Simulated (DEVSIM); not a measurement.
Structure: illuminated Si p-on-n cell, one wavelength, with a back-surface field, at 300 K.

| layer (left to right) | material | thickness (μm) | Nd (cm⁻³) | Na (cm⁻³) | τn (s) | τp (s) | absorption coefficient (cm⁻¹) |
|---|---|---|---|---|---|---|---|
| 1 | Si | 0.180 | - | 3.4e18 | 0.00016 | 0.0001 | 120 |
| 2 | Si | 86.0 | 1.4e15 | - | 0.00068 | 0.00068 | 120 |
| 3 | Si | 0.120 | 3.8e18 | - | 0.00068 | 0.00068 | 120 |

Left contact: ohmic, minority electron recombination velocity 2000 cm/s. Right contact: ohmic, minority hole recombination velocity 700 cm/s. Voltage is applied to the left contact. Recombination: SRH at mid-gap, radiative, Auger. Light enters at the left, 3.6e16 photons cm⁻² s⁻¹, one pass, no reflection. Mobility is μmin + (μ − μmin)/(1 + (N/Nref)^α).

This is a model device: material constants are rounded textbook-type values typed into the input, and sizes, dopings and lifetimes were drawn at random. Values at 300 K.

| parameter | Si |
|---|---|
| gap (eV) | 1.124 |
| affinity (eV) | 4.05 |
| permittivity | 11.7 |
| Nc (cm⁻³) | 2.86e19 |
| Nv (cm⁻³) | 3.1e19 |
| μn (cm²/Vs) | 1417 |
| μp (cm²/Vs) | 470 |
| μn,min | 52 |
| μp,min | 45 |
| Nref,n | 9.7e16 |
| Nref,p | 2.2e17 |
| αn | 0.68 |
| αp | 0.72 |
| B (cm³/s) | 4.7e-15 |
| Cn (cm⁶/s) | 2.8e-31 |
| Cp (cm⁶/s) | 9.9e-32 |

Model (solved in DEVSIM): 1D drift-diffusion, Boltzmann statistics, complete ionisation; no tunnelling, impact ionisation, image-force lowering or self-heating.

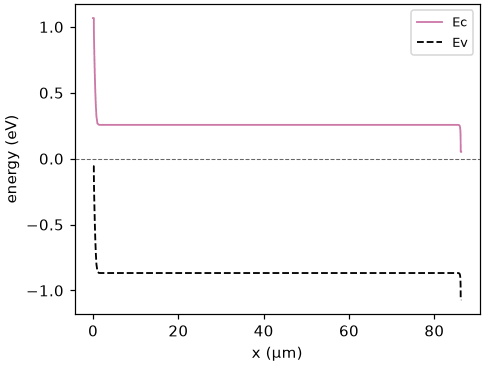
Figure. Band edges at zero bias, in the dark

Energies count from the Fermi level of the right contact; mesh points crowd at the junctions.

```
x (μm)   Ec (eV)  Ev (eV)  n (cm⁻³)  p (cm⁻³)  field (V/cm)
-------  -------  -------  --------  --------  ------------
0.000      1.067   -0.057     < 1e2    3.4e18           ≈ 0
0.03249    1.067   -0.057     < 1e2    3.4e18           ≈ 0
0.09360    1.067   -0.057     < 1e2    3.4e18           ≈ 0
0.1545     1.067   -0.057     < 1e2    3.4e18           ≈ 0
0.1936     0.971   -0.153      1400    8.2e16        -31000
0.2521     0.857   -0.267    120000    1.0e15        -16000
0.4017     0.645   -0.479     4.2e8    2.8e11        -13000
1.026      0.267   -0.857    9.3e14    120000          -910
2.381      0.257   -0.867    1.4e15     83000           ≈ 0
5.841      0.257   -0.867    1.4e15     83000           ≈ 0
15.29      0.257   -0.867    1.4e15     83000           ≈ 0
51.12      0.257   -0.867    1.4e15     83000           ≈ 0
72.48      0.257   -0.867    1.4e15     83000           ≈ 0
80.83      0.257   -0.867    1.4e15     83000           ≈ 0
84.69      0.257   -0.867    1.4e15     83000           ≈ 0
85.61      0.256   -0.868    1.4e15     82000           -32
85.97      0.247   -0.877    2.1e15     56000          -990
86.12      0.208   -0.916    9.1e15     13000         -6400
86.18      0.081   -1.043    1.2e18     < 1e2       -100000
86.21      0.052   -1.072    3.8e18     < 1e2           ≈ 0
86.26      0.052   -1.072    3.8e18     < 1e2           ≈ 0
86.30      0.052   -1.072    3.8e18     < 1e2           ≈ 0
```
